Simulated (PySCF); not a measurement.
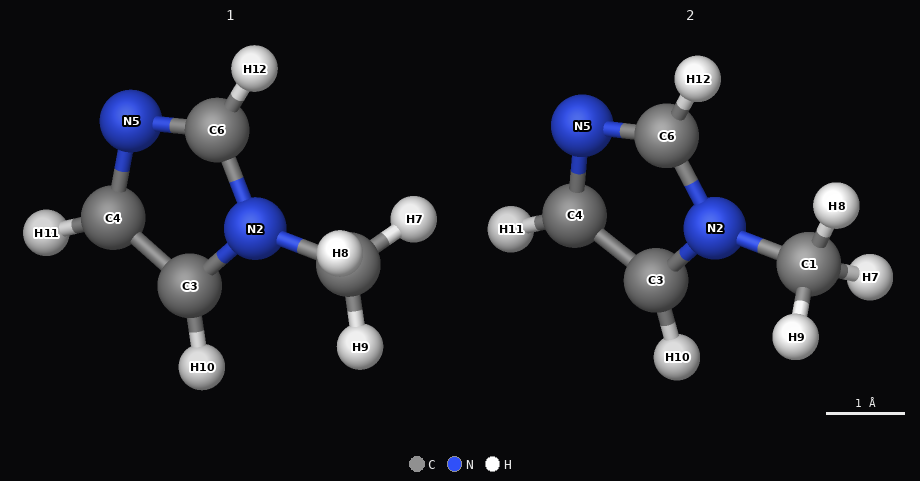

Two geometries of C4H6N2, drawn at one scale. One is the start of a relaxation, the other its converged end. The picture is a ball-and-stick view, seen at a tilt.

Method: PBE0-D3(BJ)/def2-SVP geometry optimisation, gas phase (PySCF 2.14.0, density-fitted response routines). 

Which of the two is the end point?

Answer. Structure 2 is the relaxed one. The start comes from MMFF94s. After 15 geometry steps the energy has fallen by 5.44 kJ/mol. The largest force component goes from 0.72 to 0.023 eV/Å. H8 moves most after the best rigid fit: 0.87 Å. By element the largest moves are H 0.87 Å, C 0.23 Å, N 0.19 Å. Some distances before and after: N2–C3 1.365 → 1.373 Å, C1–H7 1.093 → 1.101 Å, C3–H10 1.081 → 1.088 Å, C4–N5 1.371 → 1.365 Å. Among the angles between lasting bonds that change: N2–C1–H7 108.5° → 111.0°, H7–C1–H8 110.5° → 108.4°. Groups turn about C1–N2 by about 60°.
